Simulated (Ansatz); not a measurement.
**Geometry relaxation of B$_{4}$H$_{3}$**

System: B$_{4}$H$_{3}$, multiplicity 2.
Method: UKS B3LYP-D4/def2-TZVP (Ansatz 0.2.0).

The geometry: GFN1-xTB start. Figures and captions count atoms from 1; the log counts them from 0 in places.

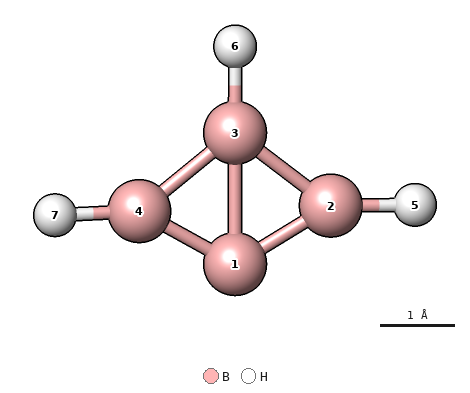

Figure 1. The starting structure (ball-and-stick view, seen at an oblique angle; atoms are numbered from 1 in the order of the input).

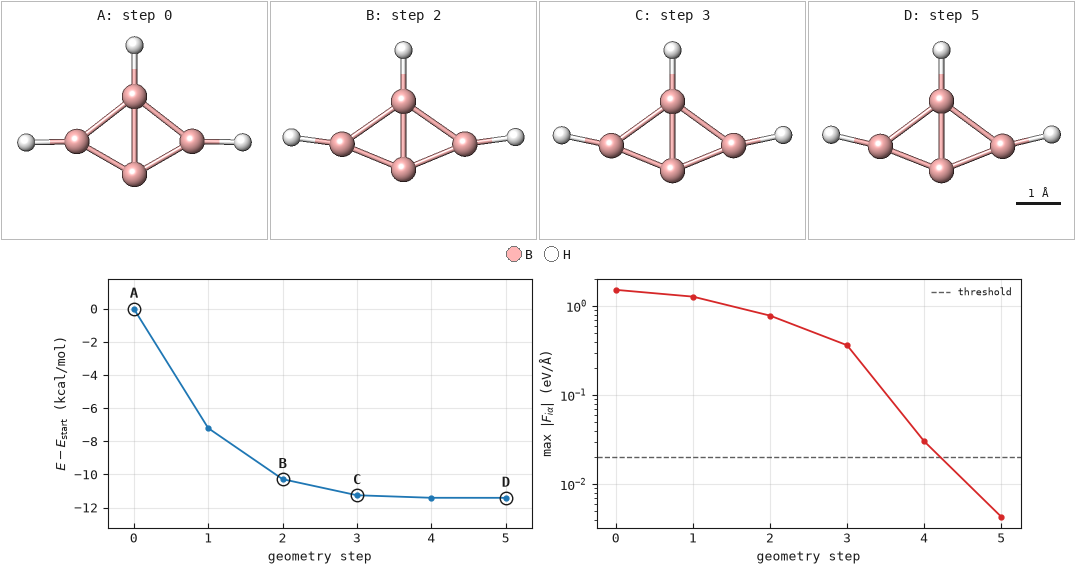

Figure 2. Frames of the relaxation (ball-and-stick view, seen on its broad side) above the curves, on which the letters mark them (the first geometry is step 0 here and step 1 in the log).

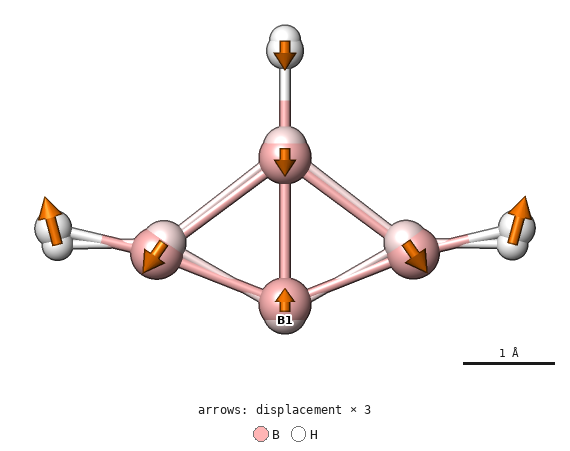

Figure 3. Start (faint) and end (solid) with the displacements as orange arrows, magnified 3 times (ball-and-stick view, seen on its broad side). The two geometries are laid on each other by the best rigid fit. The largest moves after the best rigid fit, 0.19 Å, are those of H5 and H7. Largest moves by element: H 0.19 Å, B 0.14 Å. Among the contacts that change: B1–B3 1.804 → 1.607 Å, B2–B3 1.690 → 1.759 Å, B1–B2 1.537 → 1.520 Å, B3–H6 1.186 → 1.180 Å. Among the angles that change: B1–B4–H7 149.0° → 171.8°, B2–B1–B4 120.3° → 136.8°, B3–B4–H7 143.2° → 130.0°. After 5 geometry steps the energy has fallen by 11.4 kcal/mol. Largest force component: 1.5 eV/Å at the start, 0.0043 eV/Å at the end. (Atoms are counted from 1 in the order of the input.)

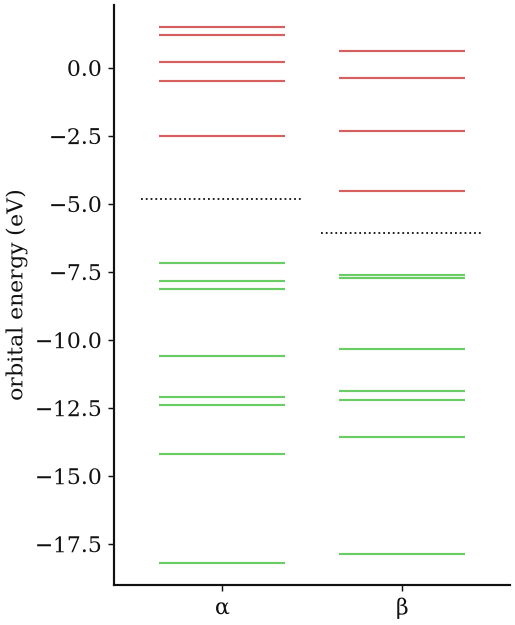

Figure 4. Orbital energies near the frontier for α and β spins; the dotted line parts filled from empty levels, and levels within 0.02 eV of each other stand side by side. α: highest filled −7.17 eV, lowest empty −2.49 eV, 4.68 eV apart; β: highest filled −7.63 eV, lowest empty −4.51 eV, 3.12 eV apart.

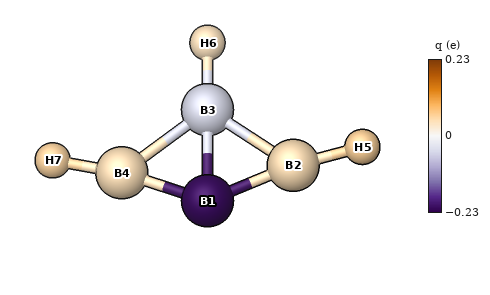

Figure 5. Mulliken charges, as the colour of each atom (ball-and-stick view, seen at a tilt; atoms are numbered from 1 in the order of the input; Mulliken charges depend strongly on the basis). By element: B −0.21 to +0.05 and H +0.05 to +0.06 e.

The input that produced these results follows, with the program's output.

### Input
```yaml
crystal:
  periodic: [false, false, false]
  atoms:
    - {symbol: B, position_ang: [0.793550, -0.117520, -0.774360]}
    - {symbol: B, position_ang: [0.875710, 1.038210, 0.235550]}
    - {symbol: B, position_ang: [-0.488700, 0.071120, 0.479840]}
    - {symbol: B, position_ang: [-0.378520, -1.110630, -0.723840]}
    - {symbol: H, position_ang: [1.443000, 1.980960, 0.640690]}
    - {symbol: H, position_ang: [-1.330290, 0.193760, 1.306220]}
    - {symbol: H, position_ang: [-0.914750, -2.055910, -1.164100]}
basis:
  gaussian: {orbitals: def2-TZVP}
magnetization: {spin_polarized: true, initial_magnetization: 1}
hamiltonian: {xc: {name: B3LYP}, dispersion: d4}
scf: {lower_state_search: "off"}
output: {orbitals: {seedname: orbitals}}
relax: {f_tol: 0.02, max_steps: 100}
```

Launched with:
```bash
ansatz run in.yaml --threads 4 --pin off --events-out ev --progress --plain --max-ram 3916MiB
```

### The program's output
```
Functional definition: B3LYP
  name "B3LYP"
  cite "Stephens, Devlin, Chabalowski & Frisch, J. Phys. Chem. 98, 11623 (1994) doi:10.1021/j100096a001"
  cite "Becke, Phys. Rev. A 38, 3098 (1988) doi:10.1103/PhysRevA.38.3098"
  cite "Lee, Yang & Parr, Phys. Rev. B 37, 785 (1988) doi:10.1103/PhysRevB.37.785"
  cite "Vosko, Wilk & Nusair, Can. J. Phys. 58, 1200 (1980) doi:10.1139/p80-159"
  parameter a0 = 0.2
  parameter ax = 0.72
  parameter ac = 0.81
  exchange = (1 - a0 - ax)*slater_x + ax*b88_x + a0*exact_x
  correlation = (1 - ac)*vwn_rpa_c + ac*lyp_c
these checks for a lower state are left out or cut short: stability, starts, cluster_reference, orbital_swaps, neighbouring_geometries, increment
808 factors; their error is unknown
mean field evaluation 1: about -2746.8094 eV, gradient 2.6e1 eV
mean field evaluation 2: about -2747.3261 eV, gradient 2.4e1 eV
mean field evaluation 4: about -2751.1478 eV, gradient 8.8e-1 eV
mean field evaluation 8: about -2751.1537 eV, gradient 5.6e-2 eV
mean field evaluation 16: about -2751.1507 eV, gradient 2.7e-3 eV
mean field -2751.15071207 eV, -101.1029238717 hartree, gradient 1.7e-6 eV, S^2 0.765444; 0 other end points of the search recorded, 0 dependent functions left out
the calculation of the forces begins
reference -2751.15096524 eV, -101.1029331755 hartree; 12, 11 occupied and 130, 131 virtual orbitals, 808 factors
relax step   1: F+E_penalty+E_count = -2751.33307455 eV  Δ(F+E_penalty+E_count) = +0.000e0 eV  max|allowed force component| = 1.521e0 eV/Å  Δτ_max = 0.0000 Å  (21 SCF iters, accepted)
these checks for a lower state are left out or cut short: stability, starts, cluster_reference, orbital_swaps, neighbouring_geometries, increment
808 factors; their error is unknown
mean field evaluation 32: about -2751.4642 eV, gradient 1.0e-6 eV
mean field -2751.46420859 eV, -101.1144446564 hartree, gradient 1.1e-6 eV, S^2 0.765474; 0 other end points of the search recorded, 0 dependent functions left out
the calculation of the forces begins
reference -2751.46446176 eV, -101.1144539599 hartree; 12, 11 occupied and 130, 131 virtual orbitals, 808 factors
relax step   2: F+E_penalty+E_count = -2751.64536689 eV  Δ(F+E_penalty+E_count) = -3.123e-1 eV  max|allowed force component| = 1.277e0 eV/Å  Δτ_max = 0.0788 Å  (24 SCF iters, accepted)
these checks for a lower state are left out or cut short: stability, starts, cluster_reference, orbital_swaps, neighbouring_geometries, increment
808 factors; their error is unknown
mean field -2751.59793299 eV, -101.1193589374 hartree, gradient 2.3e-6 eV, S^2 0.764228; 0 other end points of the search recorded, 0 dependent functions left out
the calculation of the forces begins
reference -2751.59818489 eV, -101.1193681946 hartree; 12, 11 occupied and 130, 131 virtual orbitals, 808 factors
relax step   3: F+E_penalty+E_count = -2751.77892096 eV  Δ(F+E_penalty+E_count) = -1.336e-1 eV  max|allowed force component| = 7.819e-1 eV/Å  Δτ_max = 0.0749 Å  (21 SCF iters, accepted)
these checks for a lower state are left out or cut short: stability, starts, cluster_reference, orbital_swaps, neighbouring_geometries, increment
808 factors; their error is unknown
mean field -2751.63962768 eV, -101.1208911889 hartree, gradient 1.5e-6 eV, S^2 0.763400; 0 other end points of the search recorded, 0 dependent functions left out
the calculation of the forces begins
reference -2751.63987908 eV, -101.1209004277 hartree; 12, 11 occupied and 130, 131 virtual orbitals, 808 factors
relax step   4: F+E_penalty+E_count = -2751.82100922 eV  Δ(F+E_penalty+E_count) = -4.209e-2 eV  max|allowed force component| = 3.636e-1 eV/Å  Δτ_max = 0.0559 Å  (22 SCF iters, accepted)
these checks for a lower state are left out or cut short: stability, starts, cluster_reference, orbital_swaps, neighbouring_geometries, increment
808 factors; their error is unknown
mean field -2751.64611930 eV, -101.1211297516 hartree, gradient 3.0e-6 eV, S^2 0.762854; 0 other end points of the search recorded, 0 dependent functions left out
the calculation of the forces begins
reference -2751.64637068 eV, -101.1211389894 hartree; 12, 11 occupied and 130, 131 virtual orbitals, 808 factors
relax step   5: F+E_penalty+E_count = -2751.82765907 eV  Δ(F+E_penalty+E_count) = -6.650e-3 eV  max|allowed force component| = 3.040e-2 eV/Å  Δτ_max = 0.0177 Å  (22 SCF iters, accepted)
these checks for a lower state are left out or cut short: stability, starts, cluster_reference, orbital_swaps, neighbouring_geometries, increment
808 factors; their error is unknown
mean field -2751.64626054 eV, -101.1211349422 hartree, gradient 2.0e-6 eV, S^2 0.762797; 0 other end points of the search recorded, 0 dependent functions left out
the calculation of the forces begins
reference -2751.64651198 eV, -101.1211441821 hartree; 12, 11 occupied and 130, 131 virtual orbitals, 808 factors
relax step   6: F+E_penalty+E_count = -2751.82776959 eV  Δ(F+E_penalty+E_count) = -1.105e-4 eV  max|allowed force component| = 4.323e-3 eV/Å  Δτ_max = 0.0023 Å  (24 SCF iters, accepted)
Total energy: -2751.82802102 eV, -101.1278145165 hartree
Atom 0 at     0.728171    -0.106229    -0.713920 Å, force    -0.003328     0.000005     0.004323 eV/Å
Atom 1 at     0.996022     1.090185     0.184939 Å, force    -0.001389     0.001450    -0.003739 eV/Å
Atom 2 at    -0.413315     0.060274     0.405319 Å, force     0.001425    -0.000692    -0.000753 eV/Å
Atom 3 at    -0.334416    -1.186867    -0.833223 Å, force     0.001988     0.000113     0.000003 eV/Å
Atom 4 at     1.338905     2.037556     0.784243 Å, force     0.001853    -0.000452     0.001452 eV/Å
Atom 5 at    -1.251310     0.182431     1.226961 Å, force     0.000011     0.000196    -0.000273 eV/Å
Atom 6 at    -1.064057    -2.077359    -1.054318 Å, force    -0.000560    -0.000620    -0.001014 eV/Å
Dipole moment:    -0.138435     0.020142     0.135795 e Å
Checks for a lower state left out: stability, starts, cluster_reference, orbital_swaps, neighbouring_geometries, increment
```

### Trajectory as extended XYZ (Å, eV, eV/Å), 6 frames, from step=1 to step=6
```
7
Properties=species:S:1:pos:R:3:forces:R:3 step=1 energy=-2751.33308
B     0.7935   -0.1175   -0.7744   -1.5214   0.2234   1.4874
B     0.8757    1.0382    0.2356    1.3201   1.1896   0.0092
B    -0.4887    0.0711    0.4798    0.9406  -0.1439  -0.9164
B    -0.3785   -1.1106   -0.7238   -0.1726  -1.3548  -1.1333
H     1.4430    1.9810    0.6407   -0.2345   0.1260   0.3120
H    -1.3303    0.1938    1.3062   -0.0026   0.0013  -0.0006
H    -0.9147   -2.0559   -1.1641   -0.3296  -0.0416   0.2416
7
Properties=species:S:1:pos:R:3:forces:R:3 step=2 energy=-2751.64537
B     0.7619   -0.1126   -0.7439   -1.2767   0.1884   1.2460
B     0.9169    1.0816    0.2427    0.6530   0.0774  -0.4780
B    -0.4512    0.0654    0.4434    0.5168  -0.0779  -0.5052
B    -0.3914   -1.1581   -0.7584    0.4689  -0.2413  -0.6181
H     1.4359    2.0352    0.6974   -0.2382  -0.0511   0.1548
H    -1.2934    0.1884    1.2694    0.0234  -0.0031  -0.0243
H    -0.9787   -2.0999   -1.1506   -0.1472   0.1076   0.2249
7
Properties=species:S:1:pos:R:3:forces:R:3 step=3 energy=-2751.77892
B     0.7116   -0.1045   -0.6962    0.2374  -0.0340  -0.2339
B     0.9628    1.1020    0.2234    0.3063  -0.0835  -0.3376
B    -0.4085    0.0592    0.4013   -0.7819   0.1151   0.7654
B    -0.3748   -1.1877   -0.8000    0.3491  -0.0134  -0.3049
H     1.3994    2.0633    0.7561   -0.2196  -0.2238  -0.0232
H    -1.2500    0.1821    1.2260    0.0538  -0.0080  -0.0524
H    -1.0405   -2.1145   -1.1108    0.0549   0.2475   0.1865
7
Properties=species:S:1:pos:R:3:forces:R:3 step=4 energy=-2751.82101
B     0.7290   -0.1068   -0.7137    0.0152  -0.0019  -0.0156
B     0.9836    1.0929    0.1973    0.1295  -0.0355  -0.1431
B    -0.4067    0.0591    0.3994   -0.3636   0.0536   0.3557
B    -0.3474   -1.1857   -0.8211    0.1480  -0.0058  -0.1288
H     1.3521    2.0449    0.7793   -0.0563  -0.0631  -0.0106
H    -1.2498    0.1821    1.2256    0.1073  -0.0156  -0.1048
H    -1.0608   -2.0865   -1.0669    0.0199   0.0682   0.0473
7
Properties=species:S:1:pos:R:3:forces:R:3 step=5 energy=-2751.82766
B     0.7293   -0.1061   -0.7156   -0.0099   0.0022   0.0079
B     0.9938    1.0901    0.1847    0.0304   0.0181   0.0005
B    -0.4121    0.0603    0.4037   -0.0233   0.0036   0.0223
B    -0.3347   -1.1859   -0.8316   -0.0003  -0.0250  -0.0245
H     1.3382    2.0360    0.7858   -0.0023  -0.0009  -0.0042
H    -1.2502    0.1823    1.2256    0.0028  -0.0004  -0.0024
H    -1.0643   -2.0768   -1.0526    0.0027   0.0023   0.0004
7
Properties=species:S:1:pos:R:3:forces:R:3 step=6 energy=-2751.82777
B     0.7282   -0.1062   -0.7139   -0.0033   0.0000   0.0043
B     0.9960    1.0902    0.1849   -0.0014   0.0014  -0.0037
B    -0.4133    0.0603    0.4053    0.0014  -0.0007  -0.0008
B    -0.3344   -1.1869   -0.8332    0.0020   0.0001   0.0000
H     1.3389    2.0376    0.7842    0.0019  -0.0005   0.0015
H    -1.2513    0.1824    1.2270    0.0000   0.0002  -0.0003
H    -1.0641   -2.0774   -1.0543   -0.0006  -0.0006  -0.0010
```

### Summary

```csv
quantity,value
outcome,converged
total energy,−2751.8280 eV
mean-field energy,−2751.6465 eV
dispersion energy,−0.1815 eV
⟨S²⟩,0.763
HOMO (either spin),−7.17 eV
LUMO (either spin),−4.51 eV
largest force (length of the vector) at the end,0.005 eV/Å
dipole moment,0.94 D
hardware,"4 threads of Arm Neoverse V1, 23 GiB of memory available, shared host"
wall time,8 s (CPU time 28 s)
peak memory,0.25 GiB
```
